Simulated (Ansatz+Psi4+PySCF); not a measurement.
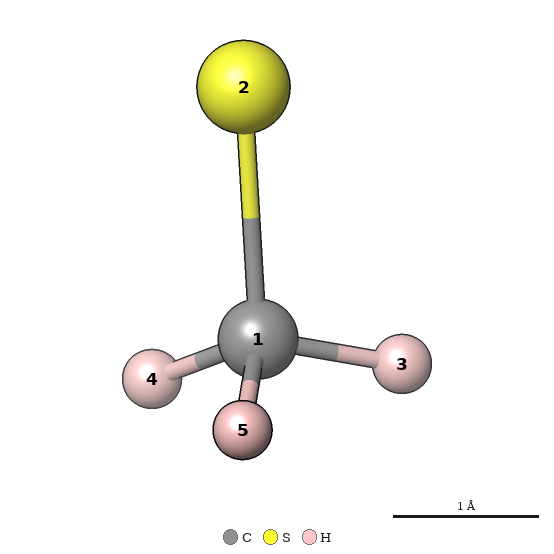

(Drawn from a calculation with Ansatz+Psi4+PySCF.)

Orthographic view. Atoms fade into the background with distance from the viewer. State: neutral, doublet. Geometry: a fixed input geometry, not necessarily a minimum.

Write a Z-matrix (Å, degrees) in the order of the atom numbers, with these reference atoms: 2 to 1; 3 to 1, 2; 4 to 1, 3, 2; 5 to 1, 4, 3.

```
C  
S    1   1.799
H    1   1.095   2   107.0
H    1   1.090   3   108.0   2   120.3
H    1   1.090   4   110.4   3  -117.8
```
